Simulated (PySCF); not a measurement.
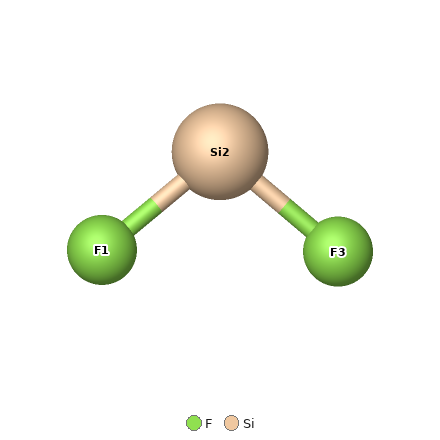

SiF₂ (silicon difluoride), SMILES F[Si]F. Vertical core-electron binding energies by ΔSCF (SCAN, pcX-2 on the ionised atom, pcseg-1 elsewhere, spin-free X2C; PySCF 2.14.0, at a PBE0-D3(BJ)/def2-SVP geometry (no frequency check)), gas phase, against the vacuum level. One atom of each kind was ionised; within a panel, areas follow the number of like atoms and 2j + 1 (2p levels are split by first-order spin-orbit coupling, an approximation), each panel is scaled alone, Gaussians of 1.0 eV full width. Only the regions named are shown. Lines closer than the width merge in the curve.

### Predict the Si 2p and Si 1s photoelectron lines.

```tsv
level	atoms	binding energy (eV)
Si 2p1/2	Si2	110.7
Si 2p3/2	Si2	110.1
Si 1s	Si2	1850.3
```

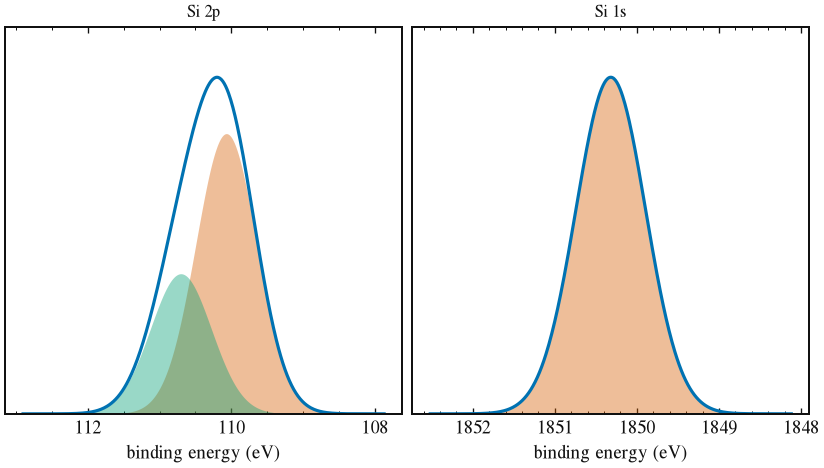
